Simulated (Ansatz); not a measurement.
Pressure series in TaN

Start from TaN in the rock salt structure (space group Fm-3m, No. 225; a = 4.396 Å).

Cell and atoms are relaxed at each pressure.

Computed with DFT with r2SCAN, PAW potentials and a 500 eV plane-wave cutoff in Ansatz (a program for electronic structure), no SOC, earlier PAW set.

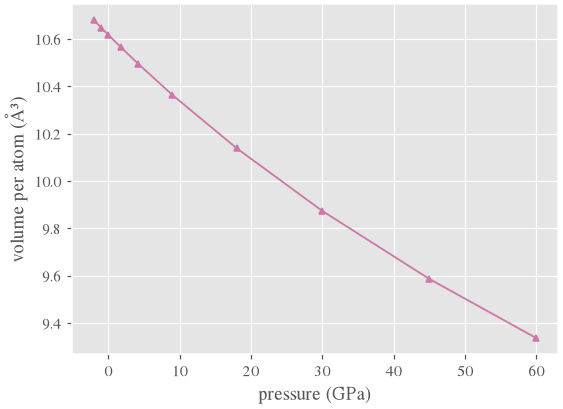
Figure. Volume per atom against pressure

| pressure (GPa) | volume per atom |
|---|---|
| -2 | 10.68 Å³ |
| -1 | 10.65 Å³ |
| 1.8 | 10.56 Å³ |
| 4.2 | 10.50 Å³ |
| 9 | 10.36 Å³ |
| 18 | 10.14 Å³ |
| 30 | 9.87 Å³ |
| 45 | 9.59 Å³ |
| 60 | 9.34 Å³ |

Load acts through the strain it causes; cell and atoms are relaxed under it. No phonon test of stability was made. No other phases were tried under pressure. All final runs are without spin polarisation. This is not the structure that TaN has at room temperature and ambient pressure.
